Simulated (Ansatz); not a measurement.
# The perfect Ni wire along [111], 7 atoms a period

Wanted: the relaxed geometry and the bands of the Ni wire along [111], 7 atoms a period.

Main program and level: Ansatz 0.2.0; DFT PBE, plane waves, PAW; relaxation of a wire's period; PAW set soft_1, in the first sound run; inputs show where later runs differ.

### Step 1. Set-up

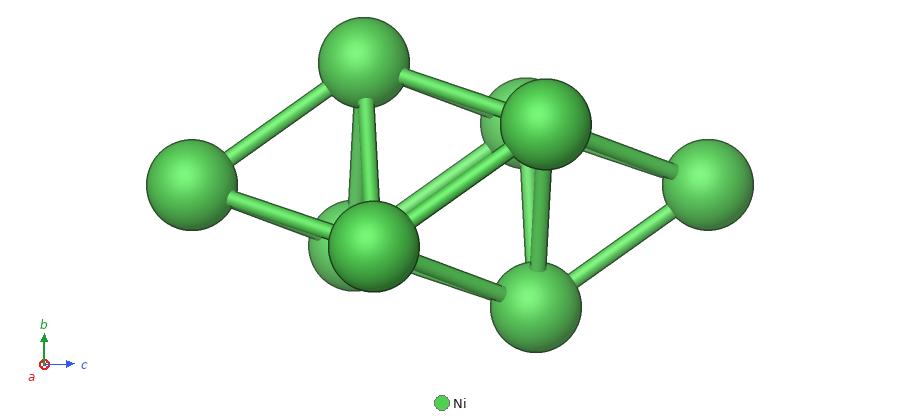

The starting structure, seen from the side, with the c axis across the page (nickel green). Some periodic images of atoms are drawn too.

The cell holds 7 atoms: 7 Ni. Its edges and angles: a = 9.289 Å, b = 9.674 Å, c = 6.097 Å, α = 90.0°, β = 90.0°, γ = 90.0°. Vacuum lies along a and b. The structure's axis is c.

### Step 2. Relaxation of atoms and period

Band widths follow the bond lengths, so the wire is relaxed first. The atoms and the third cell vector are free; the box across stays fixed as vacuum. Moments are seeded so that a magnetic state can form if it lies lower. A Fermi-Dirac smearing is set since the result may be a metal. The pressure printed is a third of the stress's trace over the whole box, vacuum included; only the stress along the axis is relaxed.

The input, input.yaml:

```yaml
crystal:
  lattice:
    - [9.289, 0.0, 0.0]
    - [0.0, 9.674, 0.0]
    - [0.0, 0.0, 6.0968188426]
  atoms:
    - { symbol: Ni, position: [0.500000854, 0.500003513, 0.0], spin: 0.8 }
    - { symbol: Ni, position: [0.36602433, 0.425730514, 0.333333333], spin: 0.8 }
    - { symbol: Ni, position: [0.500000854, 0.648549511, 0.333333333], spin: 0.8 }
    - { symbol: Ni, position: [0.633977379, 0.425730514, 0.333333333], spin: 0.8 }
    - { symbol: Ni, position: [0.36602433, 0.574276512, 0.666666667], spin: 0.8 }
    - { symbol: Ni, position: [0.500000854, 0.351457515, 0.666666667], spin: 0.8 }
    - { symbol: Ni, position: [0.633977379, 0.574276512, 0.666666667], spin: 0.8 }
magnetization:
  spin_polarized: true
kpoints:
  mp_grid: { grid: [1, 1, 14] }
scf:
  occupations: { method: fermi_dirac, width: 0.05 }
hamiltonian:
  xc: pbe
  pseudopotentials: { kind: paw, azcp: { folder: soft_1 } }
relax:
  cell: { fix: [a, b, alpha, beta, gamma] }
  max_steps: 45
  f_tol: 0.03
```

Started as:

```bash
$ ansatz run input.yaml --threads 4 --pin off --max-ram 16384MiB --backend cpu --events-out ev --progress --plain --runs-dir out
```

Numbers of over 12 decimals in the logs are rounded to 6 here.

The log of the run:

```text
Engine: ansatz 0.2.0, aarch64-unknown-linux-gnu
Pseudopotentials: kind: paw
Pseudopotential: Ni, paw, valence charge 18, recommended cutoff 420 eV (normal), soft_1/Ni.paw.azcp
Functional definition: PBE
  parameter kappa = 0.804
  parameter beta = 0.066725
  exchange = pbe_x(kappa = kappa, mu = beta*pi^2/3)
  correlation = pbe_c(beta = beta)
Crystal: 7 atoms, lattice volume = 547.871 Å³
Basis set: ecut = 420 eV, 10723 PW (Γ), exchange–correlation on 128×144×90 points (8 copies of the dense FFT grid, shifted against one another)
Bands: 79, of which v1, the nominal top of the filled ones, is band 63 counted from 1 (62 counted from 0)
Symmetry: 4 space group operations
Space group: P2/m (ITA 10), of the structure as read, at distance tolerance 8.2e-5 Å
Magnetic group: BNS 10.42 (UNI 49), of the structure as read, at distance tolerance 8.2e-5 Å
k-points: 8 of 14
Non-local potential: Ni, projectors of the file, l = 0: 3, l = 1: 2, l = 2: 3, l = 3: 1
PAW form: soft (Blöchl's): semilocal exchange-correlation on the pseudo side does not see the compensation charge
PAW one-centre angular grid: Ni, 590 points (default); XC on 64 Gauss nodes
Initial density: superposition of atomic densities (neutral atoms: chi_scale 0, normalization atom)
Starting moments: Σ|m| = 5.6 μB on 7 of 7 sites
Initial wavefunctions: pseudopotential atomic-orbital guess
Functional: x = pbe(κ = 0.804, μ = 0.219515), c = pbe(β = 0.066725)
SCF iter   1: F=—  HF=-40857.910149 eV  |F-HF|=—  |Δ(HF+E_count)|=         —  Δρ=2.95e-2 (↑2.95e-2 ↓1.71e-2)  dr2=1.77e1  dr2_m=6.09e-1  M=6.382 μB ∫|m|=6.510 μB  β_m=0.30  ethr=3.10e-3  ⟨swp⟩=8.1  Hψ=5949  notcnv=0  defer=23
Mixer restart at iter 1: flushing history
preconditioner: auto → LDOS  [metal: Δε(μ)=0.080 eV  Ē_g=4.673 eV  σ=0.050 eV  W_gap=0.37  n_scr=80 (ndim 8)  ℏωp=13.3 eV  f_vac=0.677  D(μ)=22.03/eV (n_scr^D=182)]
spin=Collinear: LDOS preconditioning applied to the charge; magnetization (m = ρ↑ − ρ↓) channel mixes plain (no charge-response kernel on spin).
SCF iter   2: F=—  HF=-40859.914264 eV  |F-HF|=—  |Δ(HF+E_count)|=    2.00e0  Δρ=2.05e-2 (↑2.05e-2 ↓1.02e-2)  dr2=4.67e0  dr2_m=7.15e-1  M=7.044 μB ∫|m|=7.191 μB  β_m=0.46  ethr=3.10e-3  ⟨swp⟩=3.0  Hψ=2278  notcnv=0  defer=74
SCF iter   3: F=—  HF=-40864.459006 eV  |F-HF|=—  |Δ(HF+E_count)|=    4.54e0  Δρ=7.35e-3 (↑6.20e-3 ↓7.35e-3)  dr2=1.56e-1  dr2_m=1.93e-1  M=7.586 μB ∫|m|=7.852 μB  β_m=0.64  ethr=3.10e-3  ⟨swp⟩=3.0  Hψ=2142  notcnv=0  defer=73
SCF iter   4: F=—  HF=-40865.482656 eV  |F-HF|=—  |Δ(HF+E_count)|=         —  Δρ=2.82e-3 (↑1.73e-3 ↓2.82e-3)  dr2=6.98e-2  dr2_m=4.13e-3  M=7.507 μB ∫|m|=7.875 μB  β_m=0.64  ethr=1.23e-4  ⟨swp⟩=3.2  Hψ=2271  notcnv=0  defer=73
SCF iter   5: F=—  HF=-40865.543939 eV  |F-HF|=—  |Δ(HF+E_count)|=   6.13e-2  Δρ=2.02e-3 (↑2.02e-3 ↓1.96e-3)  dr2=4.63e-2  dr2_m=1.02e-3  M=7.583 μB ∫|m|=7.980 μB  β_m=0.52  ethr=5.54e-5  ⟨swp⟩=2.1  Hψ=2299  notcnv=0  defer=73
SCF iter   6: F=—  HF=-40865.530998 eV  |F-HF|=—  |Δ(HF+E_count)|=   1.29e-2  Δρ=9.39e-4 (↑9.39e-4 ↓6.94e-4)  dr2=5.20e-3  dr2_m=1.28e-3  M=7.538 μB ∫|m|=7.936 μB  β_m=0.76  ethr=3.67e-5  ⟨swp⟩=2.0  Hψ=2138  notcnv=0  defer=73
SCF iter   7: F=—  HF=-40865.534217 eV  |F-HF|=—  |Δ(HF+E_count)|=   3.22e-3  Δρ=8.52e-4 (↑6.57e-4 ↓8.52e-4)  dr2=6.17e-3  dr2_m=4.09e-4  M=7.514 μB ∫|m|=7.920 μB  β_m=0.60  ethr=4.13e-6  ⟨swp⟩=2.0  Hψ=2359  notcnv=0  defer=73
SCF iter   8: F=—  HF=-40865.532866 eV  |F-HF|=—  |Δ(HF+E_count)|=   1.35e-3  Δρ=2.09e-4 (↑7.23e-5 ↓2.09e-4)  dr2=4.73e-5  dr2_m=7.99e-5  M=7.508 μB ∫|m|=7.916 μB  β_m=0.68  ethr=4.13e-6  ⟨swp⟩=2.0  Hψ=2341  notcnv=0  defer=73
SCF iter   9: F=—  HF=-40865.532965 eV  |F-HF|=—  |Δ(HF+E_count)|=   9.93e-5  Δρ=1.26e-4 (↑3.87e-5 ↓1.26e-4)  dr2=2.47e-5  dr2_m=2.63e-5  M=7.509 μB ∫|m|=7.917 μB  β_m=0.84  ethr=3.75e-8  ⟨swp⟩=2.5  Hψ=2214  notcnv=0  defer=73
SCF iter  10: F=—  HF=-40865.533055 eV  |F-HF|=—  |Δ(HF+E_count)|=   8.95e-5  Δρ=6.34e-5 (↑1.51e-5 ↓6.34e-5)  dr2=1.84e-5  dr2_m=5.96e-6  M=7.511 μB ∫|m|=7.919 μB  β_m=0.76  ethr=1.96e-8  ⟨swp⟩=2.1  Hψ=2324  notcnv=0  defer=73
SCF iter  11: F=—  HF=-40865.533062 eV  |F-HF|=—  |Δ(HF+E_count)|=   6.84e-6  Δρ=2.59e-5 (↑1.45e-5 ↓2.59e-5)  dr2=2.09e-6  dr2_m=1.11e-6  M=7.513 μB ∫|m|=7.921 μB  β_m=0.83  ethr=1.46e-8  ⟨swp⟩=2.0  Hψ=1820  notcnv=0  defer=73
SCF iter  12: F=—  HF=-40865.533064 eV  |F-HF|=—  |Δ(HF+E_count)|=   2.71e-6  Δρ=1.49e-5 (↑6.06e-6 ↓1.49e-5)  dr2=4.67e-7  dr2_m=4.95e-7  M=7.514 μB ∫|m|=7.922 μB  β_m=0.91  ethr=1.66e-9  ⟨swp⟩=2.0  Hψ=2259  notcnv=0  defer=73
SCF iter  13: F=—  HF=-40865.533064 eV  |F-HF|=—  |Δ(HF+E_count)|=   2.32e-7  Δρ=5.96e-6 (↑3.26e-6 ↓5.96e-6)  dr2=2.91e-7  dr2_m=5.33e-8  M=7.514 μB ∫|m|=7.922 μB  β_m=0.81  ethr=3.71e-10  ⟨swp⟩=2.0  Hψ=2036  notcnv=0  defer=73
SCF iter  14: F=—  HF=-40865.533065 eV  |F-HF|=—  |Δ(HF+E_count)|=   4.85e-8  Δρ=2.81e-6 (↑2.63e-6 ↓2.81e-6)  dr2=8.25e-8  dr2_m=7.37e-9  M=7.514 μB ∫|m|=7.922 μB  β_m=0.64  ethr=2.31e-10  ⟨swp⟩=2.1  Hψ=2004  notcnv=0  defer=73
SCF iter  15: F=-40865.533064 eV  HF=-40865.533064 eV  |F-HF|=2.13e-8  |Δ(HF+E_count)|=   1.83e-8  Δρ=2.47e-6 (↑6.97e-7 ↓2.47e-6)  dr2=2.32e-8  dr2_m=8.03e-9  M=7.514 μB ∫|m|=7.923 μB  ethr=6.54e-11  ⟨swp⟩=2.0  Hψ=3889  notcnv=0
SCF 1 converged in 15 iterations: F = -40865.533064 eV  dr2 = 2.32e-8
  greatest PAW one-centre occupation: 1.001 electrons in one spin orbital (limit 2), on the Ni atom at site 6 (counted from 0), in its partial waves of l = 1
relax step   1: F+E_penalty+E_count = -40865.53306448 eV  Δ(F+E_penalty+E_count) = +0.000e0 eV  max|allowed force component| = 1.561e0 eV/Å  Δτ_max = 0.0000 Å  P = -2.277 GPa  Ω = 547.871 Å³  fix = [a, b, alpha, beta, gamma]  reactions: a -1.896, b -1.916 GPa; alpha -0.003 GPa/rad  (15 SCF iters, dr2 threshold 1.00e-7 eV, accepted)
Crystal: 7 atoms, lattice volume = 534.297 Å³
Basis set: ecut = 420 eV, 10417 PW (Γ), exchange–correlation on 128×144×90 points (8 copies of the dense FFT grid, shifted against one another)
Initial density: handed on by an earlier stage of this run
Starting moments: Σ|m| = 5.6 μB on 7 of 7 sites; this step starts from the density that it was given
Initial wavefunctions: those handed on with the density
iter 1 solved again at ethr=1.98e-4 eV; its pass at ethr=3.10e-3 eV (dr2=2.49e-1 eV) is discarded
SCF iter   1: F=—  HF=-40866.184422 eV  |F-HF|=—  |Δ(HF+E_count)|=         —  Δρ=4.95e-3 (↑4.87e-3 ↓4.95e-3)  dr2=2.57e-1  dr2_m=6.21e-2  M=7.367 μB ∫|m|=7.772 μB  β_m=0.30  ethr=1.98e-4  ⟨swp⟩=2.3  Hψ=6686  notcnv=0
[...]
relax step   5: F+E_penalty+E_count = -40866.37518778 eV  Δ(F+E_penalty+E_count) = -6.614e-4 eV  max|allowed force component| = 1.107e-3 eV/Å  Δτ_max = 0.0023 Å  P = +0.038 GPa  Ω = 511.027 Å³  energy of the carried Pulay correction = +3.394e-3 eV  fix = [a, b, alpha, beta, gamma]  reactions: a +0.068, b +0.038 GPa; alpha -0.003 GPa/rad  (9 SCF iters, dr2 threshold 7.83e-8 eV, accepted)
Basis set: ecut = 420 eV, 10037 PW (Γ), exchange–correlation on 128×144×80 points (8 copies of the dense FFT grid, shifted against one another)
Initial wavefunctions: pseudopotential atomic-orbital guess (no wavefunctions were taken with the density)
iter 1 solved again at ethr=1.10e-6 eV; its pass at ethr=3.10e-3 eV (dr2=1.38e-3 eV) is discarded
SCF iter   1: F=—  HF=-40866.369956 eV  |F-HF|=—  |Δ(HF+E_count)|=         —  Δρ=2.17e-4 (↑7.40e-5 ↓2.17e-4)  dr2=2.43e-4  dr2_m=3.10e-5  M=6.832 μB ∫|m|=7.238 μB  β_m=0.65  ethr=1.10e-6  ⟨swp⟩=3.2  Hψ=8897  notcnv=0
preconditioner: auto → LDOS  [metal: Δε(μ)=0.082 eV  Ē_g=4.811 eV  σ=0.050 eV  W_gap=0.38  n_scr=22 (ndim 8)  ℏωp=13.7 eV  f_vac=0.712  D(μ)=12.15/eV (n_scr^D=74)]
spin=Collinear: LDOS preconditioning applied to the charge; magnetization (m = ρ↑ − ρ↓) channel mixes plain (no charge-response kernel on spin).
SCF iter   2: F=—  HF=-40866.370014 eV  |F-HF|=—  |Δ(HF+E_count)|=   5.80e-5  Δρ=7.56e-5 (↑7.56e-5 ↓6.48e-5)  dr2=8.89e-5  dr2_m=2.19e-7  M=6.828 μB ∫|m|=7.235 μB  β_m=0.58  ethr=1.93e-7  ⟨swp⟩=2.0  Hψ=1469  notcnv=0
SCF iter   3: F=—  HF=-40866.370007 eV  |F-HF|=—  |Δ(HF+E_count)|=   7.01e-6  Δρ=4.02e-5 (↑3.58e-5 ↓4.02e-5)  dr2=4.26e-6  dr2_m=5.55e-6  M=6.824 μB ∫|m|=7.231 μB  β_m=0.79  ethr=7.06e-8  ⟨swp⟩=1.8  Hψ=1355  notcnv=0
SCF iter   4: F=—  HF=-40866.370023 eV  |F-HF|=—  |Δ(HF+E_count)|=   1.62e-5  Δρ=4.95e-5 (↑4.95e-5 ↓2.70e-5)  dr2=1.90e-5  dr2_m=7.29e-7  M=6.824 μB ∫|m|=7.230 μB  β_m=0.79  ethr=3.38e-9  ⟨swp⟩=2.3  Hψ=2479  notcnv=0
SCF iter   5: F=—  HF=-40866.370018 eV  |F-HF|=—  |Δ(HF+E_count)|=   4.61e-6  Δρ=1.36e-5 (↑7.25e-6 ↓1.36e-5)  dr2=2.03e-6  dr2_m=6.52e-8  M=6.822 μB ∫|m|=7.229 μB  β_m=0.61  ethr=3.38e-9  ⟨swp⟩=2.0  Hψ=2317  notcnv=0
SCF iter   6: F=—  HF=-40866.370018 eV  |F-HF|=—  |Δ(HF+E_count)|=   6.62e-7  Δρ=3.02e-6 (↑1.52e-6 ↓3.02e-6)  dr2=1.76e-8  dr2_m=1.95e-8  M=6.822 μB ∫|m|=7.229 μB  β_m=0.73  ethr=1.61e-9  ⟨swp⟩=2.0  Hψ=1817  notcnv=0
SCF iter   7: F=—  HF=-40866.370018 eV  |F-HF|=—  |Δ(HF+E_count)|=  7.06e-10  Δρ=1.29e-6 (↑4.69e-7 ↓1.29e-6)  dr2=7.47e-9  dr2_m=2.16e-9  M=6.822 μB ∫|m|=7.228 μB  β_m=0.82  ethr=1.40e-11  ⟨swp⟩=2.3  Hψ=2383  notcnv=0
SCF iter   8: F=—  HF=-40866.370018 eV  |F-HF|=—  |Δ(HF+E_count)|=   4.58e-9  Δρ=5.14e-7 (↑4.31e-7 ↓5.14e-7)  dr2=1.29e-9  dr2_m=6.26e-10  M=6.822 μB ∫|m|=7.228 μB  β_m=0.82  ethr=5.93e-12  ⟨swp⟩=2.0  Hψ=1862  notcnv=0
SCF iter   9: F=—  HF=-40866.370017 eV  |F-HF|=—  |Δ(HF+E_count)|=   4.64e-7  Δρ=3.41e-7 (↑1.63e-7 ↓3.41e-7)  dr2=4.09e-10  dr2_m=1.53e-10  M=6.822 μB ∫|m|=7.228 μB  β_m=0.91  ethr=1.03e-12  ⟨swp⟩=4.1  Hψ=3352  notcnv=0
SCF iter  10: F=—  HF=-40866.370017 eV  |F-HF|=—  |Δ(HF+E_count)|=   1.19e-8  Δρ=1.79e-7 (↑1.55e-7 ↓1.79e-7)  dr2=2.60e-10  dr2_m=2.67e-11  M=6.822 μB ∫|m|=7.228 μB  β_m=0.90  ethr=1.00e-12  ⟨swp⟩=2.9  Hψ=2210  notcnv=0
SCF iter  11: F=—  HF=-40866.370017 eV  |F-HF|=—  |Δ(HF+E_count)|=   1.04e-9  Δρ=1.00e-7 (↑1.00e-7 ↓7.09e-8)  dr2=8.27e-11  dr2_m=3.19e-12  M=6.822 μB ∫|m|=7.228 μB  β_m=0.73  ethr=1.00e-12  ⟨swp⟩=2.2  Hψ=1875  notcnv=0
SCF iter  12: F=—  HF=-40866.370017 eV  |F-HF|=—  |Δ(HF+E_count)|=   1.01e-9  Δρ=3.41e-8 (↑3.41e-8 ↓2.61e-8)  dr2=1.16e-11  dr2_m=1.38e-12  M=6.822 μB ∫|m|=7.228 μB  β_m=0.73  ethr=1.00e-12  ⟨swp⟩=2.0  Hψ=1796  notcnv=0
SCF iter  13: F=-40866.370017 eV  HF=-40866.370017 eV  |F-HF|=5.82e-11  |Δ(HF+E_count)|=  3.93e-10  Δρ=7.45e-8 (↑2.43e-8 ↓7.45e-8)  dr2=3.78e-11  dr2_m=3.63e-12  M=6.822 μB ∫|m|=7.228 μB  ethr=1.00e-12  ⟨swp⟩=2.8  Hψ=3813  notcnv=0
SCF 6 converged in 13 iterations: F = -40866.370017 eV  dr2 = 3.78e-11
relax step   6: F+E_penalty+E_count = -40866.37001731 eV  Δ(F+E_penalty+E_count) = +5.170e-3 eV  max|allowed force component| = 1.424e-3 eV/Å  Δτ_max = 0.0000 Å  P = +0.044 GPa  Ω = 511.027 Å³  fix = [a, b, alpha, beta, gamma]  reactions: a +0.072, b +0.042 GPa; alpha -0.003 GPa/rad  stress off target by 1.72e-2 GPa on what of the cell is left free  SCF on the basis re-selected at this cell (its energy is not comparable with the rows above)  (13 SCF iters)
basis re-selected at this cell: Δ(F+E_penalty+E_count) = +5.170e-3 eV, ΔP = +0.006 GPa vs the last step (what re-selecting the basis moved, of the pressure what is left beyond the Pulay correction that the steps carried, after the strain that the cell walked since its last selection, with what the two solves' SCF thresholds leave and, on support functions, any second-order correction that the steps lacked; it is no measure of the basis error at this ecutwfc). The dense FFT grid was sized anew with the basis: this SCF ran on 64×72×40 points, the steps before it on 64×72×45, so part of this shift can come from that change (see relax.cell in the input reference). [rest of the remark cut]
SCF converged after 13 iterations
Magnetization: 6.8224 μB (66.4112 up, 59.5888 down)
Absolute magnetization: 7.2328 μB (∫|ρ↑−ρ↓|, with the PAW one-centre terms)
Spin contamination: 0.0600 ħ² per cell (⟨S²⟩ above its minimum at these occupations)
Per-site moments (μB) at R_I (Å): [(0.674272, 0.954079), (0.919354, 0.954789), (0.915483, 0.954079), (0.919354, 0.954789), (0.919354, 0.954789), (0.915483, 0.954079), (0.919354, 0.954789)]
Free energy (F): -40866.370017 eV
Harris-Foulkes:  -40866.370017 eV  (|F-HF|=5.82e-11)
Internal energy: -40866.269126 eV  (E = F + TS)
E sigma→0 (E₀):  -40866.319571 eV
Entropy (-TS):   -0.100892 eV (-14.413 meV/atom)
Fermi energy:    -0.827449 eV
--- Per-component energies (eV) ---
  E_band       = -4337.522172
  E_kinetic    = 2366.919906
  E_local      = -72092.741670  (includes V_loc(G=0)·N_el)
  E_nonlocal   = -792.952640
  E_hartree    = 35715.627409
  E_xc         = -772.452173
  E_vxc        = -994.844803  (∫ρ·V_xc dr)
  E_paw        = -11631.154056  (= ΣΔE_a)
  E_vpaw       = -4255.163833  (= ΣTr[D̂ρ^β])
  E_aug_tail   = 0.006045  (compensation charges beyond the density's cutoff)
  E_ewald      = 6340.478054
  E_smearing   = -0.100892  (= −TS)
  E_closure    = -0.000000  (closes the sum)
  Σ components = -40866.370017   (vs F -40866.370017, Δ=0.00e0)
--- Forces (eV/Å), atoms counted from 1 ---
  atom   1  Ni     0.00000000     0.00000000     0.00000000
  atom   2  Ni     0.00094425     0.00020046    -0.00074667
  atom   3  Ni     0.00000000    -0.00033929    -0.00142449
  atom   4  Ni    -0.00094425     0.00020046    -0.00074667
  atom   5  Ni     0.00094425    -0.00020046     0.00074667
  atom   6  Ni     0.00000000     0.00033929     0.00142449
  atom   7  Ni    -0.00094425    -0.00020046     0.00074667
  max |Σ_I F_I| component: 2.17e-19 eV/Å
--- Stress (GPa, compression-positive) ---
        0.072434       0.000000       0.000000
        0.000000       0.041746       0.002783
        0.000000       0.002783       0.017197
  P = ⅓ Tr σ = 0.0438 GPa (0.438 kbar)
--- Relaxed structure (5 steps of the walk, 5 accepted, 1 SCFs on fresh bases) ---
  F+E_penalty+E_count = -40866.37001731 eV   max|allowed force component| = 1.424e-3 eV/Å   (the final SCF, on the basis selected at the relaxed cell)
  cell:  # Å, volume = 511.0267 Å³
    - [9.289, 0.0, 0.0]
    - [0.0, 9.674, 0]
    - [0.0, 0, 5.686808]
  atoms:
    - { symbol: Ni, position: [0.5, 0.5, 1.473455200340941e-19] }
    - { symbol: Ni, position: [0.374152, 0.429993, 0.330493] }
    - { symbol: Ni, position: [0.5, 0.639673, 0.330097] }
    - { symbol: Ni, position: [0.625848, 0.429993, 0.330493] }
    - { symbol: Ni, position: [0.374152, 0.570007, 0.669507] }
    - { symbol: Ni, position: [0.5, 0.360327, 0.669903] }
    - { symbol: Ni, position: [0.625848, 0.570007, 0.669507] }
```

The job ended after 83 s (4 threads of Arm Neoverse V2, shared host; peak memory 1.5 GiB).

(Continued in part 2 of 2.)

[Logs are printed without paths, hosts, clocks, repeated set-up lines and the standing remarks that a program may print on its own settings, such as how far it seeks lower states.]

[Hosts, paths, dates, database ids (printed as entryN), source tags and the programs' standing remarks are cut or masked in the printed files.]
